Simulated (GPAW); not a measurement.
# Near-edge structure at the Sc L₃ edge of Sc3In (Pm-3m)

What does one-electron theory with a core hole give for the Sc L₃ edge of Sc3In (Pm-3m)?

Program: GPAW 26.7.0. Level of theory: X-ray absorption from dipole matrix elements to empty bands, plane-wave PAW LDA. Results are calculated unless marked as measured.

## Step 1: The structure

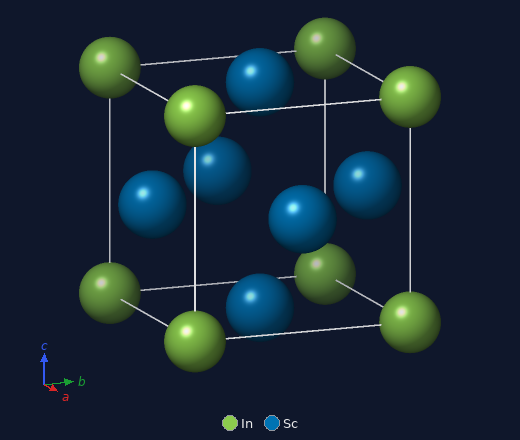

The starting structure, seen slightly off an axis (indium green, scandium blue). Some periodic images of atoms are drawn too.

As a file:

```
In Sc
1.0
     4.53041    0.00000    0.00000
     0.00000    4.53041    0.00000
     0.00000    0.00000    4.53041
In Sc
1 3
Direct
  0.00000 0.00000 0.00000
  0.00000 0.50000 0.50000
  0.50000 0.00000 0.50000
  0.50000 0.50000 0.00000
```

## Step 2: The field without a hole

The ground state comes first: it tells whether the system has a gap, which decides how the excited electron is treated.

Contents of scf.py:

```python
import numpy as np
from ase import Atoms
from ase.parallel import parprint, paropen
from gpaw import GPAW, PW, FermiDirac, Mixer, MixerDif, setup_paths
from gpaw.test import gen
setup_paths.insert(0, '.')
gen('Sc', name='nch2p', xcname='LDA', corehole=(2, 1, 0), write_xml=True)
from gpaw.mpi import world
world.barrier()

atoms = Atoms('InSc3',
    cell=[[4.53040882, 0, 0],
     [0, 4.53040882, 0],
     [0, 0, 4.53040882]],
    scaled_positions=[[0, 0, 0],
     [0, 0.5, 0.5],
     [0.5, 0, 0.5],
     [0.5, 0.5, 0]],
    pbc=True)
atoms.calc = calc = GPAW(legacy_gpaw=True, mode=PW(430, force_complex_dtype=True), xc='LDA', setups={1: 'nch2p'},
    kpts={'size': (6, 6, 6), 'gamma': True}, occupations=FermiDirac(0.05),
    charge=0, mixer=Mixer(0.1, 5, 50), maxiter=150,
    convergence={'density': 0.0001, 'eigenstates': 1e-6}, txt='scf.txt')
energy = atoms.get_potential_energy() + calc.get_reference_energy()
ef = calc.get_fermi_level()
out = dict(energy=energy, fermi=ef, forces=atoms.get_forces().tolist())
parprint(f'all-electron energy {energy:.4f} eV, Fermi level {ef:.4f} eV')
ev = np.array([[calc.get_eigenvalues(k, s) for k in range(len(calc.get_ibz_k_points()))] for s in range(calc.get_number_of_spins())])
out['homo'], out['lumo'], out['counts'] = ev[ev < ef].max(), ev[ev > ef].min(), sorted(set((ev < ef).sum((0, 2)).tolist()))
out['filled'] = (ev[:, 0] < ef).sum(1).tolist()
import json
with paropen('out.json', 'w') as f:
    json.dump(out, f)
```

Launch:

```bash
OMP_NUM_THREADS=1 mpirun -n 2 gpaw python scf.py
```

Numbers of over 12 decimals in the logs are rounded to 6 here.

Log:

```text
Input parameters:
  convergence: {density: 0.0001,
                eigenstates: 1e-06}
  kpts: {gamma: True,
         size: (6, 6, 6)}
  maxiter: 150
  mixer: {backend: pulay,
          beta: 0.1,
          method: separate,
          nmaxold: 5,
          weight: 50}
  mode: {ecut: 430.0,
         force_complex_dtype: True,
         name: pw}
  occupations: {fixmagmom: False,
                name: fermi-dirac,
                width: 0.05}
  setups: {1: nch2p}

Initialize ...

[... PAW data sets ...]

Reference energy: -222059.175059  # eV

Spin-paired calculation

[... convergence settings ...]
Symmetries present (total): 16
  [... symmetry matrices ...]

216 k-points: 6 x 6 x 6 Monkhorst-Pack grid + [1/12,1/12,1/12]
40 k-points in the irreducible part of the Brillouin zone
       k-points in crystal coordinates                weights
   0:     0.00000000    0.00000000    0.00000000          1/216
   1:     0.00000000    0.16666667    0.00000000          4/216
   2:     0.00000000    0.16666667    0.16666667          4/216
   3:     0.00000000    0.33333333    0.00000000          4/216
   4:     0.00000000    0.33333333    0.16666667          8/216
   5:     0.00000000    0.33333333    0.33333333          4/216
   6:     0.00000000    0.50000000    0.00000000          2/216
   7:     0.00000000    0.50000000    0.16666667          4/216
   8:     0.00000000    0.50000000    0.33333333          4/216
   9:     0.00000000    0.50000000    0.50000000          1/216
          ...
  39:     0.50000000    0.50000000    0.50000000          1/216

Wave functions: Plane wave expansion
  Cutoff energy: 430.000 eV
  Number of coefficients (min, max): 1856, 1924
  Pulay-stress correction: 0.000000 eV/Ang^3 (de/decut=0.000000)
  Using FFTW library
  Wavefunction extrapolation:
    Improved wavefunction reuse through dual PAW basis

Occupation numbers: Fermi-Dirac:
  width: 0.0500  # eV

Eigensolver
   Davidson(niter=2)

Densities:
  Coarse grid: 24*24*24 grid
  Fine grid: 48*48*48 grid
  Total Charge: 0.000000

Density mixing:
  Method: separate
  Backend: pulay
  Linear mixing parameter: 0.1
  old densities: 5
  Width of damping distribution: 1.1
  Damping of long wavelength oscillations: 50

[... Hamiltonian set-up ...]
Number of atoms: 4
Number of atomic orbitals: 48
Number of bands in calculation: 32
Number of valence electrons: 46
Bands to converge: occupied

... initialized

Initializing position-dependent things.

Density initialized from atomic densities
Creating initial wave functions:
  32 bands from LCAO basis set

Positions:
   0 In     0.000000    0.000000    0.000000    ( 0.0000,  0.0000,  0.0000)
   1 Sc     0.000000    2.265204    2.265204    ( 0.0000,  0.0000,  0.0000)
   2 Sc     2.265204    0.000000    2.265204    ( 0.0000,  0.0000,  0.0000)
   3 Sc     2.265204    2.265204    0.000000    ( 0.0000,  0.0000,  0.0000)

Unit cell:
           periodic     x           y           z      points  spacing
  1. axis:    yes    4.530409    0.000000    0.000000    24     0.1888
  2. axis:    yes    0.000000    4.530409    0.000000    24     0.1888
  3. axis:    yes    0.000000    0.000000    4.530409    24     0.1888

  Lengths:   4.530409   4.530409   4.530409
  Angles:   90.000000  90.000000  90.000000

Effective grid spacing dv^(1/3) = 0.1888

iter:   1   -20.381979
iter:   2   -20.405157   -0.25  -1.49
iter:   3   -20.300459   -0.43  -1.54
iter:   4   -20.250192   -0.96  -2.14
iter:   5   -20.622011   -0.92  -2.07
iter:   6   -20.220402   -1.13  -1.84
iter:   7   -20.226386   -1.91  -2.83
iter:   8   -20.227479c  -2.36  -3.26
iter:   9   -20.227739c  -2.63  -3.26
iter:  10   -20.227428c  -2.64  -3.24
[... 42 further cycles ...]
iter:  53   -20.227540c  -5.64  -7.02c
iter:  54   -20.227540c  -5.68  -7.08c
iter:  55   -20.227540c  -5.73  -7.18c
iter:  56   -20.227540c  -5.77  -7.27c
iter:  57   -20.227540c  -5.81  -7.36c
iter:  58   -20.227540c  -5.86  -7.44c
iter:  59   -20.227540c  -5.90  -7.60c
iter:  60   -20.227540c  -5.94  -7.61c
iter:  61   -20.227540c  -5.99  -7.61c
iter:  62   -20.227540c  -6.03c -7.60c

Converged after 62 iterations.

Dipole moment: (0.000000, -0.000000, 0.000000) |e|*Ang

Energy contributions relative to reference atoms: (reference = -222059.175059)

Kinetic:         +0.719952
Potential:       +0.834916
External:        +0.000000
XC:             -22.581065
Entropy (-ST):   -0.070549
Local:           +0.833932
SIC:             +0.000000
--------------------------
Free energy:    -20.262815
Extrapolated:   -20.227540

Showing only first 2 kpts
 Kpt  Band  Eigenvalues  Occupancy
  0    21      6.12870    1.99433
  0    22      6.12870    1.99433
  0    23      6.12870    1.99433
  0    24      6.90189    0.00014

  1    21      5.96714    1.99978
  1    22      5.96714    1.99978
  1    23      6.19481    1.97889
  1    24      6.94067    0.00006

Fermi level: 6.42183

No gap
No difference between direct/indirect transitions

Forces in eV/Ang:
  0 In    0.00000    0.00000    0.00000
  1 Sc    0.00000    0.00000    0.00000
  2 Sc    0.00000    0.00000    0.00000
  3 Sc   -0.00000    0.00000    0.00000
Scalar-relativistic atomic LDA calculation for Sc (Scandium, Z=21)
Core hole in 2p state (2p occupation: 6.0)
600 radial gridpoints.
|------------------------------------------------|
|------------------------------------------------|
[... the atom generator's iteration count ...]

Energy contributions:
-------------------------
Kinetic:     +767.457608
XC:           -37.092069
Potential:  -1492.606323
-------------------------
Total:       -762.240784

state      eigenvalue         ekin         rmax
-----------------------------------------------
1s^2.0 :  -161.115533   213.479235        0.048
2s^2.0 :   -17.378234    36.310250        0.284
2p^6.0 :   -14.259882    35.282801        0.232
3s^2.0 :    -2.010394     7.346128        0.926
3p^6.0 :    -1.233599     6.170333        0.967
3d^1.0 :    -0.125875     2.904225        1.096
4s^2.0 :    -0.157729     0.781674        3.069
4p^0.0 :    -0.055869     0.428549        4.035
-----------------------------------------------
(units: Bohr and Hartree)

Generating PAW setup
Kinetic energy of the core from tauc = 714.815722
Cutoffs:
rc(s)=2.320
rc(p)=2.420
rc(d)=2.260
rc(vbar)=2.260
rc(comp)=2.320
rc(nct)=2.420

Kinetic energy of the core states: 711.275779
Charge: 0.0
Core electrons: 10.0
Valence electrons: 11.0
Pseudo-core charge: 0.000003
Shape function alpha=1.858
Pseudo-electron charge 5.370589
state    eigenvalue         norm
--------------------------------
3s(2) :    -2.010394     0.485647
4s(2) :    -0.157729     0.974367
3p(6) :    -1.233599     0.308068
4p(0) :    -0.055869     0.980668
3d(1) :    -0.125875     0.602148
*d    :     0.874125
--------------------------------

Diagonalizing with gridspacing h=0.050

state   all-electron     PAW
-------------------------------
3s:      -2.010394    -2.010857
3p:      -1.233599    -1.234662
3d:      -0.125875    -0.126424
*f:                    0.063053
-------------------------------
all-electron energy -222079.4026 eV, Fermi level 6.4218 eV
```

The job ended after 81 s (2 MPI ranks of Arm Neoverse V2, shared host; peak memory 0.22 GiB).

The mesh shows no gap, so the system is treated as a metal and the core electron is put at the Fermi level (neutral cell).

## Step 3: Spectrum without a core hole, Sc atom 2

Without a hole the spectrum is the empty density of states of the right symmetry on the absorber, weighted by matrix elements. It needs only the small cell and serves as the baseline. The data set with a hole of occupation 0 only carries the core orbital.

The absorber has 1 Sc at 3.20 Å, 1 In at 3.20 Å, 2 Sc at 3.20 Å, 1 In at 3.20 Å, 1 Sc at 3.20 Å, 1 In at 3.20 Å, 1 Sc at 3.20 Å, 1 In at 3.20 Å and 3 Sc at 3.20 Å (cuboctahedral, site symmetry 4/mmm).

Contents of xas.py:

```python
import numpy as np
from ase import Atoms
from ase.parallel import parprint, paropen
from gpaw import GPAW, PW, FermiDirac, Mixer, MixerDif, setup_paths
from gpaw.test import gen
setup_paths.insert(0, '.')
gen('Sc', name='nch2p', xcname='LDA', corehole=(2, 1, 0), write_xml=True)
from gpaw.mpi import world
world.barrier()

atoms = Atoms('InSc3',
    cell=[[4.53040882, 0, 0],
     [0, 4.53040882, 0],
     [0, 0, 4.53040882]],
    scaled_positions=[[0, 0, 0],
     [0, 0.5, 0.5],
     [0.5, 0, 0.5],
     [0.5, 0.5, 0]],
    pbc=True)
atoms.calc = calc = GPAW(legacy_gpaw=True, mode=PW(430, force_complex_dtype=True), xc='LDA', setups={1: 'nch2p'},
    kpts={'size': (8, 8, 8), 'gamma': True}, occupations=FermiDirac(0.1),
    charge=0, mixer=Mixer(0.1, 5, 50), maxiter=150,
    convergence={'density': 0.0001, 'eigenstates': 1e-6}, txt='scf.txt')
energy = atoms.get_potential_energy() + calc.get_reference_energy()
ef = calc.get_fermi_level()
out = dict(energy=energy, fermi=ef, forces=atoms.get_forces().tolist())
parprint(f'all-electron energy {energy:.4f} eV, Fermi level {ef:.4f} eV')
ev = np.array([[calc.get_eigenvalues(k, s) for k in range(len(calc.get_ibz_k_points()))] for s in range(calc.get_number_of_spins())])
out['homo'], out['lumo'], out['counts'] = ev[ev < ef].max(), ev[ev > ef].min(), sorted(set((ev < ef).sum((0, 2)).tolist()))
out['filled'] = (ev[:, 0] < ef).sum(1).tolist()

from ase.units import Ha
from gpaw.xas import dipole_matrix_elements
nb = int(calc.get_number_of_electrons() / 2) + 73
top, nb = nb, nb + 8 + nb // 12
nscf = calc.fixed_density(kpts={'size': (5, 5, 5), 'gamma': True}, nbands=nb,
    convergence={'bands': top, 'eigenstates': 1e-5}, maxiter=60, txt='nscf.txt')
cell = atoms.cell.array
ops = [cell.T @ U.T @ np.linalg.inv(cell.T) for U in nscf.wfs.kd.symmetry.op_scc]
E = np.arange(-25, 34, 0.1)
fwhm = np.interp(E, [4, 25], [0.9, 3.5])
Y, X, zero, highest = 0, 0, 1e9, 1e9
for spin in range(nscf.get_number_of_spins()):
    wfs = nscf.wfs
    A = dipole_matrix_elements(wfs.setups[1])
    eps = np.zeros((wfs.kd.nibzkpts, nb))
    d = np.zeros((3, A.shape[1], wfs.kd.nibzkpts, nb), complex)
    for kpt in wfs.kpt_u:
        if kpt.s == spin and 1 in kpt.P_ani:
            eps[kpt.k] = kpt.eps_n * Ha
            d[:, :, kpt.k] = (kpt.weight * wfs.nspins / 2) ** 0.5 * np.inner(A, kpt.P_ani[1])
    world.sum(eps)
    world.sum(d)
    T = np.einsum('amkn,bmkn->abkn', d, d.conj()).real
    T = sum(np.einsum('ai,ijkn,bj->abkn', R, T, R) for R in ops) / len(ops)
    empty = eps > ef
    zero, highest = min(zero, eps[empty].min()), min(highest, eps[:, top - 1].min())
    lines = [(eps, T, empty)] if spin == 0 else lines + [(eps, T, empty)]
for eps, T, empty in lines:
    f = np.einsum('aakn->akn', T).reshape(3, -1)
    x = eps.ravel() - zero
    w = np.interp(x, E, fwhm) / 2.35482
    g = np.exp(-0.5 * ((E[:, None] - x) / w) ** 2) / (w * (2 * np.pi) ** 0.5)
    Y = Y + (f * empty.ravel()) @ g.T
    X = X + (f * ~empty.ravel()) @ g.T
out.update(E=E.round(2).tolist(), xas=Y.tolist(), xes=X.tolist(), zero=zero, valid=highest - zero, nk=len(eps), nb=nb)
for i in range(0, len(E), 10):
    parprint(f'{E[i]:7.2f}', *(f'{v:10.3e}' for v in Y[:, i]))
import json
with paropen('out.json', 'w') as f:
    json.dump(out, f)
```

Launch:

```bash
OMP_NUM_THREADS=1 mpirun -n 2 gpaw python xas.py
```

Log:

```text
Input parameters:
  convergence: {density: 0.0001,
                eigenstates: 1e-06}
  kpts: {gamma: True,
         size: (8, 8, 8)}
  maxiter: 150
  mixer: {backend: pulay,
          beta: 0.1,
          method: separate,
          nmaxold: 5,
          weight: 50}
  mode: {ecut: 430.0,
         force_complex_dtype: True,
         name: pw}
  occupations: {fixmagmom: False,
                name: fermi-dirac,
[...]
*d    :     0.874125
--------------------------------

Diagonalizing with gridspacing h=0.050

state   all-electron     PAW
-------------------------------
3s:      -2.010394    -2.010857
3p:      -1.233599    -1.234662
3d:      -0.125875    -0.126424
*f:                    0.063053
-------------------------------
all-electron energy -222079.4227 eV, Fermi level 6.4092 eV
[...]
32.00  3.026e-04  2.955e-04  2.955e-04
  33.00  3.467e-04  3.376e-04  3.376e-04
[key lines of the parts left out:]
Converged after 49 iterations.
Dipole moment: (-0.000000, -0.000000, -0.000000) |e|*Ang
Free energy:    -20.356221
Fermi level: 6.40920
```

The job ended after 2.9 min (2 MPI ranks; peak memory 0.33 GiB; 5.8 min of CPU time).

The Sc L₃ spectrum, Sc atom 2, no core hole (energy from the lowest empty level; intensity scaled to a mean of 1 over the first 20 eV):

```
E (eV)  intensity
  -2.0       0.00
  -0.5       0.29
   1.0       1.76
   2.5       4.44
   4.0       2.79
   5.5       0.48
   7.0       0.74
   8.5       0.73
  10.0       0.54
  11.5       0.52
  13.0       0.46
  14.5       0.50
  16.0       0.36
  17.5       0.40
  19.0       0.55
  20.5       0.54
  22.0       0.43
  23.5       0.38
  25.0       0.39
  26.5       0.39
  28.0       0.36
  29.5       0.32
  31.0       0.31
```

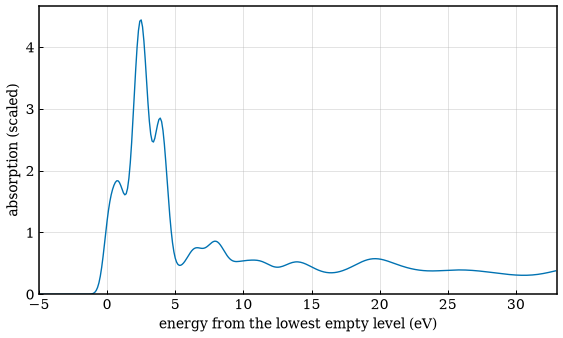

The Sc L₃ edge, Sc atom 2, no core hole: main maxima at 0.8, 2.5 and 3.9 eV.

Main maxima below 30 eV (height): 0.8 eV (1.84), 2.5 eV (4.44), 3.9 eV (2.85), 7.9 eV (0.86) and 19.7 eV (0.58). At an L edge the dipole rule selects empty d (and weakly s) states on the absorber, and the strong line at the onset measures the empty part of its d band. 2p–3d multiplets, which reshape such L edges, aren't in a one-electron spectrum.

The same matrix elements for filled bands give the Sc L₃ emission of Sc atom 2 (ground-state approximation; energy from the lowest empty level, largest value 1):

```
E (eV)  emission
 -24.0      0.00
 -22.5      0.00
 -21.0      0.00
 -19.5      0.00
 -18.0      0.00
 -16.5      0.00
 -15.0      0.00
 -13.5      0.00
 -12.0      0.00
 -10.5      0.00
  -9.0      0.00
  -7.5      0.00
  -6.0      0.02
  -4.5      0.00
  -3.0      0.12
  -1.5      0.58
   0.0      0.53
   1.5      0.00
   3.0      0.00
```

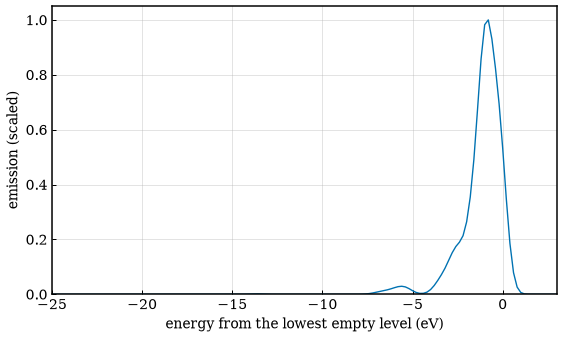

X-ray emission from the filled bands.

Emission maxima: -0.8 eV (1.00).

## Step 4: Supercell without a hole, the energy reference

The photon energy needs a difference of total energies, so the cell and mesh of the coming hole run are first run without a hole.

Changes to scf.py since step 2:

```diff
@@ -10,13 +10,17 @@
 
-atoms = Atoms('InSc3',
-    cell=[[4.53040882, 0, 0],
-     [0, 4.53040882, 0],
-     [0, 0, 4.53040882]],
+atoms = Atoms('In2Sc6',
+    cell=[[4.53040882, 0, 4.53040882],
+     [0, 4.53040882, 4.53040882],
+     [-4.53040882, 0, 4.53040882]],
     scaled_positions=[[0, 0, 0],
+     [0.5, 0, 0.5],
+     [0, 0.5, 0],
+     [0.5, 0.5, 0.5],
+     [0.5, 0, 0],
+     [0, 0, 0.5],
      [0, 0.5, 0.5],
-     [0.5, 0, 0.5],
      [0.5, 0.5, 0]],
     pbc=True)
-atoms.calc = calc = GPAW(legacy_gpaw=True, mode=PW(430, force_complex_dtype=True), xc='LDA', setups={1: 'nch2p'},
-    kpts={'size': (6, 6, 6), 'gamma': True}, occupations=FermiDirac(0.05),
+atoms.calc = calc = GPAW(legacy_gpaw=True, mode=PW(430, force_complex_dtype=True), xc='LDA', setups={2: 'nch2p'},
+    kpts={'size': (4, 4, 4), 'gamma': True}, occupations=FermiDirac(0.1),
     charge=0, mixer=Mixer(0.1, 5, 50), maxiter=150,
```

Launch:

```bash
OMP_NUM_THREADS=1 mpirun -n 2 gpaw python scf.py
```

Log:

```text
Input parameters:
  convergence: {density: 0.0001,
                eigenstates: 1e-06}
  kpts: {gamma: True,
         size: (4, 4, 4)}
  maxiter: 150
  mixer: {backend: pulay,
          beta: 0.1,
          method: separate,
          nmaxold: 5,
          weight: 50}
  mode: {ecut: 430.0,
         force_complex_dtype: True,
         name: pw}
  occupations: {fixmagmom: False,
                name: fermi-dirac,
[...]
4s(2) :    -0.157729     0.974367
3p(6) :    -1.233599     0.308068
4p(0) :    -0.055869     0.980668
3d(1) :    -0.125875     0.602148
*d    :     0.874125
--------------------------------

Diagonalizing with gridspacing h=0.050

state   all-electron     PAW
-------------------------------
3s:      -2.010394    -2.010857
3p:      -1.233599    -1.234662
3d:      -0.125875    -0.126424
*f:                    0.063053
-------------------------------
all-electron energy -444158.8688 eV, Fermi level 6.4073 eV
[key lines of the parts left out:]
Converged after 54 iterations.
Dipole moment: (-0.000000, -0.000000, 0.000000) |e|*Ang
Free energy:    -40.724757
Fermi level: 6.40731
```

The job ended after 2.1 min (2 MPI ranks; peak memory 0.3 GiB).

Reference energy: -444158.869 eV with the cores included.

(Continued in part 2 of 2.)

[Banner, clock and machine lines of the logs are left out without a mark of their own.]

[Logs are printed without paths, hosts, clocks, repeated set-up lines and the standing remarks that a program may print on its own settings, such as how far it seeks lower states.]

[Hosts, paths, dates, database ids (printed as entryN), source tags and the programs' standing remarks are cut or masked in the printed files.]

[Lists of maxima count a maximum above −3 eV only where it reaches 4 % of the highest in the window and stands out from its surroundings by 2 % of it (1.5 % where it reaches 55 %); shoulders and weaker maxima are passed over, and of the rest the first, up to two pre-edge ones and the few strongest are named.]
